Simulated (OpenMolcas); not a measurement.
**SiHCl2O2 (SMILES [O][Si](O)(Cl)Cl): levels of theory compared**

Wanted: a comparison of 4 runs (UHF/cc-pVDZ, U-r2SCAN/cc-pVDZ, ROMP2/cc-pVDZ, ROCCSD(T)/cc-pVDZ) of SiHCl2O2. 

Program for the calculation: OpenMolcas 26.06.

6 further runs of the same task are left out: 6 that didn't finish.

## Step 1: The structure to begin with

SiHCl2O2 has 6 atoms, charge 0, and is taken as a doublet. SMILES: `[O][Si](O)(Cl)Cl`. The Si2–Cl4 distance was set to 4.433 Å, away from the relaxed value. At this shape a bond of the SMILES string is far longer than usual.

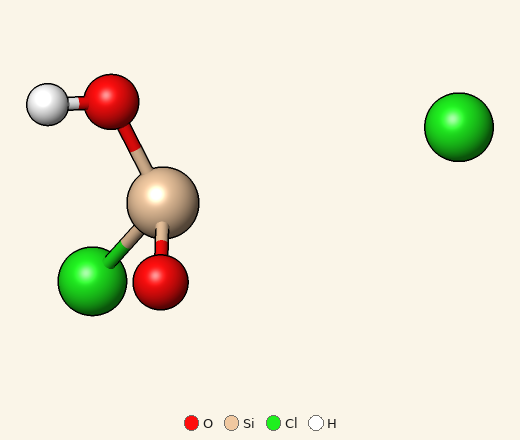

The structure, seen from a chosen angle (oxygen red, silicon light orange, chlorine green, hydrogen white).

## Step 2: The energy at UHF/cc-pVDZ (run 1)

File mol.input:

```
&GATEWAY
  BasLib=$CurrDir
  Coord
  6
  angstrom
  O       -0.089089       1.177390       3.098379
  Si       0.866111       1.037690       1.763079
  O        2.188911       0.140690       2.001679
  Cl      -1.218400      -0.789200      -1.696000
  Cl       1.248411       3.008490       1.452579
  H        2.731111       0.343290       2.767979
  Basis=cc-pVDZ
  Group=NoSym

&SEWARD

&SCF
  UHF
  Spin=2
  Thresholds=1e-10 1e-07 1e-07 1e-05
  PrOrbitals=1 2
```

The basis set cc-pVDZ is read from a file made from the Basis Set Exchange's data (not shown).

Run with:

```sh
$ export MOLCAS_MEM=1860
$ pymolcas mol.input > mol.log
```

Output:

```text
--- Start Module: gateway ---
[...]
--- Stop Module: gateway /rc=_RC_ALL_IS_WELL_ ---
--- Start Module: seward ---
[...]
      Basis functions           87
--- Stop Module: seward /rc=_RC_ALL_IS_WELL_ ---
[...]
--- Start Module: scf ---
[...]
       Convergence after 263 Iterations
[...]
::    Total SCF energy                              -1358.2629011961
[...]
      Total spin, S                                     0.8753834391
[...]
      Total electronic charge=   65.000000
      Total            charge=   -0.000000
[...]
      Dipole Moment (debye):
      Origin of the operator (angstrom)=    0.4707    0.9783    0.9562
                   X=  1.2740E+00               Y= -8.6909E-01               Z= -2.6574E-01           Total=  1.5649E+00
      Quadrupole Moment (debye*angstrom):
[...]
--- Stop Module: scf /rc=_RC_ALL_IS_WELL_ ---
[...]
```

It took 61 s on 1 thread of Intel Xeon 6975P-C (Granite Rapids), shared host; peak memory 0.48 GiB.

## Step 3: The energy at U-r2SCAN/cc-pVDZ (run 2)

File input.xyz:

```xyz
6

O     -0.089089     1.177390     3.098379
Si     0.866111     1.037690     1.763079
O      2.188911     0.140690     2.001679
Cl    -1.218400    -0.789200    -1.696000
Cl     1.248411     3.008490     1.452579
H      2.731111     0.343290     2.767979
```

File job.input:

```
&GATEWAY
 BasLib = $CurrDir
 Coord = input.xyz
 Basis = cc-pVDZ
 Group = NoSym

&SEWARD
 GridInput
 Grid=UltraFine
 End of Grid

&SCF
 UHF
 Spin = 2
 KSDFT = 2
 1.0 MGGA_X_R2SCAN
 1.0 MGGA_C_R2SCAN
 Thresholds = 1e-10 1e-07 1e-07 1e-05
 PrOrbitals = 1 1
```

The basis set cc-pVDZ is read from a file made from the Basis Set Exchange's data (not shown).

Run with:

```sh
$ export MOLCAS_MEM=1860
$ pymolcas job.input > job.log
```

Output:

```text
--- Start Module: gateway ---
[...]
--- Stop Module: gateway /rc=_RC_ALL_IS_WELL_ ---
--- Start Module: seward ---
[...]
      Basis functions           87
--- Stop Module: seward /rc=_RC_ALL_IS_WELL_ ---
[...]
--- Start Module: scf ---
[...]
       Convergence after 132 Iterations
[...]
::    Total KS-DFT energy                           -1360.7565870688
[...]
      Total spin, S                                     0.6086179598
[...]
      Total electronic charge=   65.000000
      Total            charge=   -0.000000
[...]
      Dipole Moment (debye):
      Origin of the operator (angstrom)=    0.4707    0.9783    0.9562
                   X=  3.2063E+00               Y=  4.6622E-01               Z=  6.5051E-01           Total=  3.3047E+00
      Quadrupole Moment (debye*angstrom):
[...]
--- Stop Module: scf /rc=_RC_ALL_IS_WELL_ ---
[...]
```

Wall time 4 min (1 thread of Intel Xeon 6975P-C (Granite Rapids), shared host); peak memory 0.48 GiB.

Run 3 isn't shown in full; the table further down has it.

## Step 4: The energy at ROCCSD(T)/cc-pVDZ (run 4)

input.xyz is that of step 3.

File calc.inp:

```
* Cl2HO2Si CCSD(T)
>>> EXPORT MOLCAS_PRINT=2
&GATEWAY
BasLib = $CurrDir
Coord = input.xyz
Basis = cc-pVDZ
Group = NoSym
&SEWARD
&SCF
UHF
Spin = 2
Thresholds = 1e-10 1e-07 1e-07 1e-05
PrOrbitals = 1 2
&RASSCF
FileOrb = $Project.UnaOrb
Spin = 2
Nactel = 1 0 0
Inactive = 32
Ras2 = 1
OutOrbitals = Canonical
OrbListing = Nothing
&MOTRA
JobIph
Frozen = 17
&CCSDT
CCT
Triples = 3
Iterations = 80
Accuracy = 1e-08
Extrapolation = 5 4
```

The basis set cc-pVDZ is read from a file made from the Basis Set Exchange's data (not shown).

Run with:

```sh
$ export MOLCAS_MEM=1860
$ pymolcas calc.inp > calc.log
```

Output:

```text
--- Start Module: gateway ---
[...]
--- Stop Module: gateway /rc=_RC_ALL_IS_WELL_ ---
[...]
      Basis functions           87
[...]
       Convergence after 263 Iterations
[...]
::    Total SCF energy                              -1358.2629011961
[...]
      Total spin, S                                     0.8753834391
[...]
      Number of active orbitals                  1
[...]
      Spin quantum number                      0.5
[...]
      Active orbitals                            1
[...]
      Number of CSFs                             1
[...]
      Number of root(s) required                 1
[...]
      Convergence after 53 iterations
[...]
      printout of CI-coefficients larger than  0.05 for root  1
      energy=   -1358.211126
      conf/sym  1     Coeff  Weight
             1  u   1.00000 1.00000
      Natural orbitals and occupation numbers for root  1
      sym 1:   1.000000
      ************************************************************************************************************************
      *                                                    Final results                                                     *
[...]
::    RASSCF root number  1 Total energy:  -1358.21112641
[...]
      Total electronic charge=   65.000000
      Total            charge=   -0.000000
[...]
      Dipole Moment (debye):
      Origin of the operator (angstrom)=    0.4707    0.9783    0.9562
                   X=  2.3584E+00               Y= -1.1609E+00               Z= -2.8122E+00           Total=  3.8494E+00
      Quadrupole Moment (debye*angstrom):
[...]
--- Start Module: motra ---
[...]
--- Start Module: ccsdt ---
[...]
      Convergence after                    56  Iterations
      Total energy (diff) :   -1358.97163663       0.00000001
[...]
 METHOD                       : CCSD+T(CCSD)+<T3(1)WT1>+<T3(1)UT2> = CCSD(T)
[...]
       CCSD     =     -1358.9716366285897
[...]
```

It took 2.5 min on 1 thread of Intel Xeon 6975P-C (Granite Rapids), shared host; peak memory 0.48 GiB.

## Step 5: The series

```
run              level  integration grid  frozen core orbitals   energy (Eh)  wall time
  1        UHF/cc-pVDZ                 –                     –  -1358.262901       61 s
  2   U-r2SCAN/cc-pVDZ         UltraFine                     –  -1360.756587      4 min
  3      ROMP2/cc-pVDZ                 –                    17  -1358.944378       74 s
  4  ROCCSD(T)/cc-pVDZ                 –                    17  -1358.994559    2.5 min
```

## Step 6: Outcome

```
             quantity           value
  run 4: total energy  -1358.99456 Eh
run 4: (T) correction      -22.92 mEh
```

Spin contamination of the reference: run 1 ⟨S²⟩ = 1.64, run 2 ⟨S²⟩ = 0.98. Where it is this large, the reference is a mixture of spin states, and values that rest on it are in doubt. All runs together took 8.7 min, the longest 4 min.
